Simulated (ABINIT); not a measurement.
# SiC (Moissanite): G0W0 in ABINIT against the bands in the self-energy, part 2 of 2

Wanted: the cheapest bands in the self-energy that holds the gap of SiC (Moissanite).

ABINIT 10.8.3; PBE and many-body steps on it, plane waves. Known limits of the many-body steps: not at the basis limit.

So far. Step 2 (Screening, 6×6×4 mesh, 273 bands, screening to 272.1 eV): Local fields lower ε∞ by 9 %.

### Step 5. 75 bands

Level of this step: G0W0 on PBE, plane waves, norm-conserving pseudopotentials (ABINIT).

The self-energy is evaluated for the states that the input lists, and the levels follow from it, in one-shot runs by the linearised quasiparticle equation.

The input, run.abi:

```
acell 3*1.0 Angstrom
rprim 
  3.075999999976 0.000000000005 0.000000000000
  -1.537999999993 2.663894142018 0.000000000000
  0.000000000000 0.000000000000 5.048000000000
ntypat 2
znucl 14 6
natom 4
typat 1 1 2 2
xred 
  0.333333333333 0.666666666667 0.000000000000
  0.666666666667 0.333333333333 0.500000000000
  0.333333333333 0.666666666667 0.385000000000
  0.666666666667 0.333333333333 0.885000000000
pp_dirpath "pseudos"
pseudos "Si.upf, C.upf"
ecut 37
ngkpt 6 6 4
nshiftk 1
shiftk 0 0 0
kptopt 1
chksymbreak 0
istwfk *1
occopt 1
irdwfk 1
optdriver 4
nband 75
gwcalctyp 0
ecutsigx 37
symsigma 1
nkptgw 3
kptgw 
  0.0000000000 0.0000000000 0.0000000000
  0.3333333333 0.3333333333 0.0000000000
  0.5000000000 0.0000000000 0.0000000000
bdgw 
  6 10
  7 10
  7 10
ecuteps 10
irdscr 1
ppmodel 1
indata_prefix "in"
outdata_prefix "out"
tmpdata_prefix "tmp"
```

Launch:

```bash
> OMP_NUM_THREADS=1 mpirun -n 4 abinit run.abi > log
```

What it wrote:

```text
.Version 10.8.3 of ABINIT. v10.8.2 released Aug 2026.

 Symmetries : space group P6_3 m c (#186); Bravais hP (primitive hexag.)
[... echo of the input left out ...]
== DATASET  1 ==================================================================
-   mpi_nproc: 4, omp_nthreads: 1 (-1 if OMP is not activated)

--- !DatasetInfo
iteration_state: {dtset: 1, }
dimensions: {natom: 4, nkpt: 21, mband: 75, nsppol: 1, nspinor: 1, nspden: 1, mpw: 3018, }
cutoff_energies: {ecut:  37.0, pawecutdg:  -1.0, }
[...]
Band     E0 <VxcDFT>   SigX SigC(E0)      Z dSigC/dE  Sig(E)    E-E0       E
[...]
9   9.734 -10.592  -6.058  -4.089   0.822  -0.217 -10.227   0.366  10.099
       10  11.338 -11.767  -6.941  -4.152   0.810  -0.235 -11.221   0.547  11.884

== END DATASET(S) ==============================================================
================================================================================

 -outvars: echo values of variables after computation  --------
           etotal      0.0000000000E+00
            nband          75
             nkpt          21
          spgroup         186
 [... the other variables as echoed above ...]

 Calculation completed.
```

Elapsed: 55 s, on 4 MPI ranks of Arm Neoverse V1, shared host; peak memory 1.7 GiB.

Numbers from this step:

```yaml
g0w0_gap_on_the_points_computed: 2.911 eV
starting_gap_on_the_mesh: 2.329 eV
k_of_the_valence_top: 0, 0, 0
k_of_the_conduction_bottom: 0.3333, 0.3333, 0
least_direct_g0w0_gap_on_the_computed_points: 4.937 eV
```

The gap on the mesh goes from 2.33 eV to 2.91 eV, a correction of +0.58 eV.

### Step 6. 163 bands

run.abi: that of step 5 with these lines changed.

```diff
@@ -26,3 +26,3 @@
 optdriver 4
-nband 75
+nband 163
 gwcalctyp 0
```

What it wrote:

```text
.Version 10.8.3 of ABINIT. v10.8.2 released Aug 2026.

 Symmetries : space group P6_3 m c (#186); Bravais hP (primitive hexag.)
[... echo of the input left out ...]
== DATASET  1 ==================================================================
-   mpi_nproc: 4, omp_nthreads: 1 (-1 if OMP is not activated)

--- !DatasetInfo
iteration_state: {dtset: 1, }
dimensions: {natom: 4, nkpt: 21, mband: 163, nsppol: 1, nspinor: 1, nspden: 1, mpw: 3018, }
cutoff_energies: {ecut:  37.0, pawecutdg:  -1.0, }
[...]
Band     E0 <VxcDFT>   SigX SigC(E0)      Z dSigC/dE  Sig(E)    E-E0       E
[...]
9   9.734 -10.592  -6.058  -4.255   0.821  -0.219 -10.363   0.229   9.963
       10  11.338 -11.767  -6.941  -4.374   0.809  -0.236 -11.401   0.366  11.704

== END DATASET(S) ==============================================================
================================================================================

 -outvars: echo values of variables after computation  --------
           etotal      0.0000000000E+00
            nband         163
             nkpt          21
          spgroup         186
 [... the other variables as echoed above ...]

 Calculation completed.
```

Run time: 1.9 min. Hardware: 4 MPI ranks; peak memory 2.5 GiB; 7.7 min of CPU time.

Numbers from this step:

```yaml
g0w0_gap_on_the_points_computed: 3.025 eV
starting_gap_on_the_mesh: 2.329 eV
k_of_the_valence_top: 0, 0, 0
k_of_the_conduction_bottom: 0.3333, 0.3333, 0
least_direct_g0w0_gap_on_the_computed_points: 5.019 eV
```

Against the run before, the gap moves by +0.114 eV.

### Step 7. 273 bands

run.abi: that of step 6 with these lines changed.

```diff
@@ -26,3 +26,3 @@
 optdriver 4
-nband 163
+nband 273
 gwcalctyp 0
```

What it wrote:

```text
.Version 10.8.3 of ABINIT. v10.8.2 released Aug 2026.

 Symmetries : space group P6_3 m c (#186); Bravais hP (primitive hexag.)
[... echo of the input left out ...]
== DATASET  1 ==================================================================
-   mpi_nproc: 4, omp_nthreads: 1 (-1 if OMP is not activated)

--- !DatasetInfo
iteration_state: {dtset: 1, }
dimensions: {natom: 4, nkpt: 21, mband: 273, nsppol: 1, nspinor: 1, nspden: 1, mpw: 3018, }
cutoff_energies: {ecut:  37.0, pawecutdg:  -1.0, }
[...]
Band     E0 <VxcDFT>   SigX SigC(E0)      Z dSigC/dE  Sig(E)    E-E0       E
[...]
9   9.734 -10.592  -6.058  -4.297   0.821  -0.219 -10.398   0.195   9.928
       10  11.338 -11.767  -6.941  -4.435   0.809  -0.237 -11.450   0.317  11.655

== END DATASET(S) ==============================================================
================================================================================

 -outvars: echo values of variables after computation  --------
           etotal      0.0000000000E+00
            nband         273
             nkpt          21
          spgroup         186
 [... the other variables as echoed above ...]

 Calculation completed.
```

Wall time 3.2 min (4 MPI ranks); peak memory 3.4 GiB; 13 min of CPU time.

Numbers from this step:

* G0W0 gap on the points computed: 3.064 eV
* starting gap on the mesh: 2.329 eV
* k of the valence top: 0, 0, 0
* k of the conduction bottom: 0.3333, 0.3333, 0
* least direct G0W0 gap on the computed points: 5.047 eV

Against the run before, the gap moves by +0.039 eV.

### Step 8. Side by side

Times are wall times on 4 MPI ranks of Arm Neoverse V1, shared host, good to a factor of about two. A run's time includes the screening step that it read.

```tsv
run	mesh	bands	screening cutoff (eV)	DFT gap (eV)	gap on the mesh (eV)	direct (eV)	ε∞ used	time
16 bands	6×6×4	16	272.1	2.329	2.698	4.968	6.84	9.9 min
31 bands	6×6×4	31	272.1	2.329	2.746	4.845	6.84	10 min
75 bands	6×6×4	75	272.1	2.329	2.911	4.937	6.84	11 min
163 bands	6×6×4	163	272.1	2.329	3.025	5.019	6.84	12 min
273 bands	6×6×4	273	272.1	2.329	3.064	5.047	6.84	13 min
```

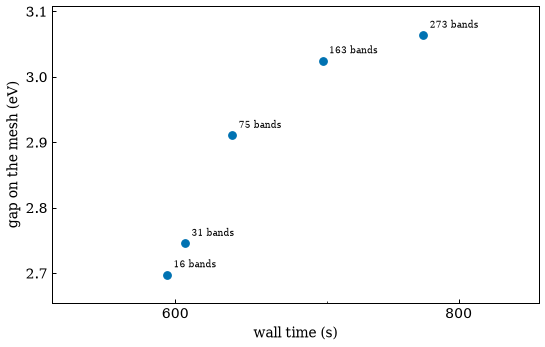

Result against wall time.

### Step 9. Summary of results

- 16 bands: 2.698 eV
- 31 bands: 2.746 eV
- 75 bands: 2.911 eV
- 163 bands: 3.025 eV
- 273 bands: 3.064 eV
- known limits: not at the basis limit

**Reading.** The setting moved: bands in the self-energy. From 16 bands to 273 bands the gap moves by +0.37 eV. The last step still moves it by +0.039 eV. Bands and screening cutoff are coupled, so a series along one setting does not show full convergence. Bands and cutoff are finite, so the gap is not at the basis limit. The miss can reach some tenths of an eV and take either sign; the mesh is an error of its own. In the G0W0 runs levels were corrected at 3 k points alone, so a gap called «on the mesh» is the least over those, and an edge elsewhere would be missed.

[Paths, hosts, dates, memory and timing lines, banners, echoed tables and standing remarks are left out of the program output.]

[Logs are printed without paths, hosts, clocks, repeated set-up lines and the standing remarks that a program may print on its own settings, such as how far it seeks lower states.]

[Runs of the session that timed out or met a known fault of the program may be left out.]

[Hosts, paths, dates, database ids (printed as entryN), source tags and the programs' standing remarks are cut or masked in the printed files.]

[G0W0 gaps are taken among the corrected bands and points alone; a level outside them can change the order at an edge.]

[Where Ansatz stands beside ABINIT at settings called matched, ABINIT's density can come from a denser mesh and the files from another edition; pairs whose starting gaps differed by over 0.03 eV were left out, so agreement reads better than it is.]
